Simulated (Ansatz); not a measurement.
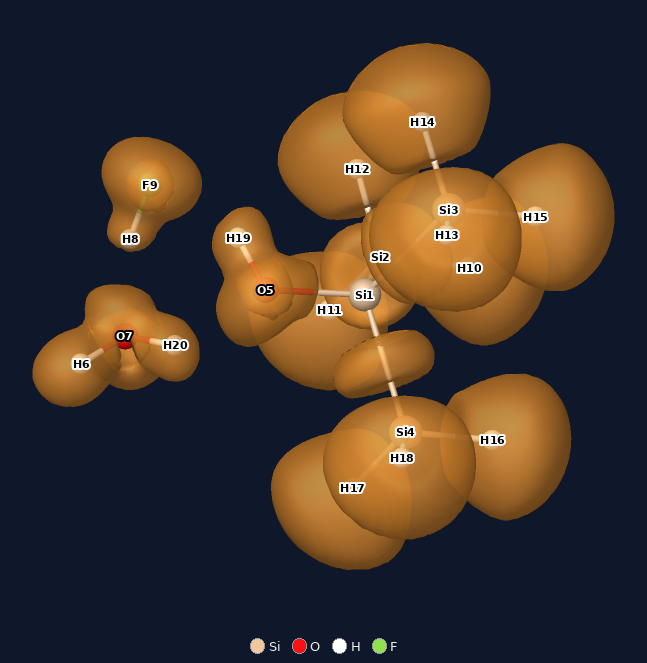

The picture shows: H10OSi4···H2O···HF. Isosurface of the ELF at 0.75 (orange), seen at a tilt. Core shells and regions of very low density are left out.

The reactant side of a reaction path; geometry: PBE0-D4/def2-TZVP.

Computed with Ansatz 0.2.0, RKS PBE0-D4/def2-TZVPP.

```xyz
20

Si   -0.5431   -0.1245    0.3208
Si    1.2424   -0.6317    1.7591
Si   -2.2022    0.9954    1.5464
Si   -1.4273   -2.1175   -0.5298
O    -0.0338    0.7731   -0.9988
H     2.1946    0.6284   -3.4914
O     2.2302    0.5248   -2.5377
H     2.3308    1.8196   -1.6437
F     2.1014    2.4975   -1.0006
H     0.7299   -1.4959    2.8582
H     2.3158   -1.3623    1.0320
H     1.8183    0.6057    2.3510
H    -3.4099    1.2492    0.7149
H    -1.6928    2.2978    2.0570
H    -2.5880    0.1462    2.7070
H    -1.8339   -2.9769    0.6149
H    -0.4087   -2.8440   -1.3371
H    -2.6175   -1.8614   -1.3854
H     0.4632    1.5825   -0.7948
H     1.3304    0.2940   -2.2416
```

**Where are the electrons localised?**

At this value the surface marks out three regions between bonded Si–Si atoms (shared pairs), nine regions around hydrogen nuclei, one joined region spread over several atoms (F, H), in which their bonds and any lone pairs are merged and two joined regions spread over several atoms (H, O), in which their bonds and any lone pairs are merged. Profiles from the grid: O7···H8 (1.58 Å): the ELF dips to about 0.25 between them: a closed-shell contact with the geometry of a hydrogen bond. Si–O (1.68 Å): the ELF peaks at about 0.85 between the atoms; a polar covalent bond.
